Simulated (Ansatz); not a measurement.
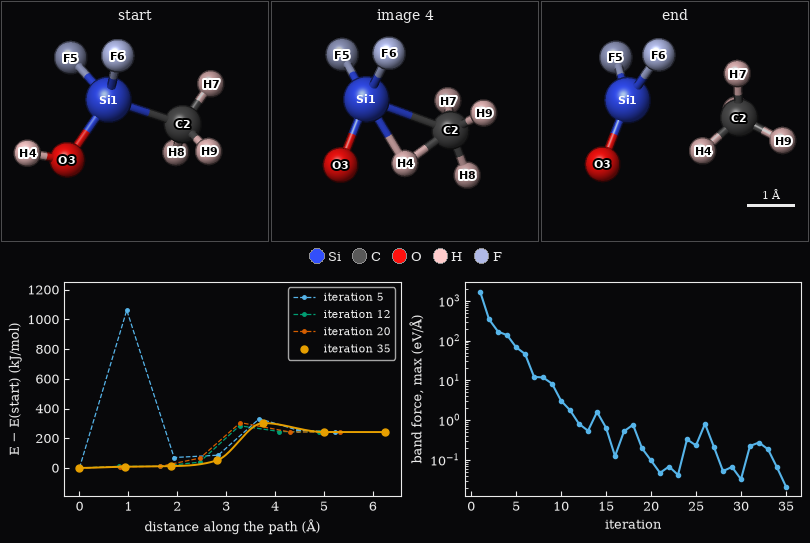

A search for the minimum-energy path of CH$_{4}$F$_{2}$OSi by the nudged elastic band. Images are numbered from 0 (start) to 6 (end). The plot follows the band through its iterations. The picture is a ball-and-stick view, seen at a tilt.

The calculation used RKS PBE0-D4/def2-SVP (Ansatz 0.2.0). Settings: 5 movable images; climbing image; force threshold 0.03 eV/Å; iteration limit 60; starting path through a guess of the saddle point.

> Did the band converge, and can the barrier be trusted?

The result is final at these settings. The band converged in 35 iterations. The largest component of the band force went from 1700 to 0.021 eV/Å. The climbing image converged on the top of the path. Its vibrational analysis gives one imaginary mode (1070i cm⁻¹), as a transition state must have. The first iteration put the highest image at 19973.1 kJ/mol. The highest point, image 4, lies 302.2 kJ/mol above the start and 60.7 kJ/mol above the end; the end is at +241.5 kJ/mol relative to the start.

Cost: 4.5 min on 2 threads of Arm Neoverse V2, with other jobs on the host, peak memory 0.19 GiB.
